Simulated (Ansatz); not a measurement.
## The dipole moment down a group: F to I

All atoms of one element are swapped for its congeners: GeH2F2 (difluorogermane) `[F][GeH2][F]`; GeH2Cl2 (dichlorogermane) `[Cl][GeH2][Cl]`; GeH2Br2 `[Br][GeH2][Br]`; GeH2I2 `[I][GeH2][I]`. All are singlets with charge 0.

Shapes, held fixed at every level: PBE0-D4/def2-TZVP. Programs: Ansatz 0.2.0. Values in D.

```csv
level,GeH2F2,GeH2Cl2,GeH2Br2,GeH2I2
PBE-D4/def2-TZVPP,2.41,1.82,1.59,1.11
r2SCAN-D4/def2-TZVPP,2.51,1.92,1.69,1.19
B3LYP-D4/def2-TZVPP,2.60,1.92,1.69,1.18
wB97M-V/def2-TZVPP,2.60,1.96,1.76,1.27
```

At wB97M-V/def2-TZVPP the dipole moment falls at every step, from 2.60 to 1.27 D. Every level shows the same order. For atoms past krypton def2 sets carry core potentials with scalar relativity. Relativity is left out for Br, Ge unless named.

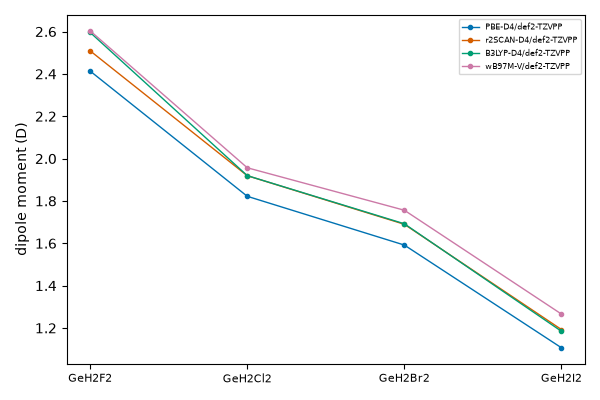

The trend along the series, level by level.
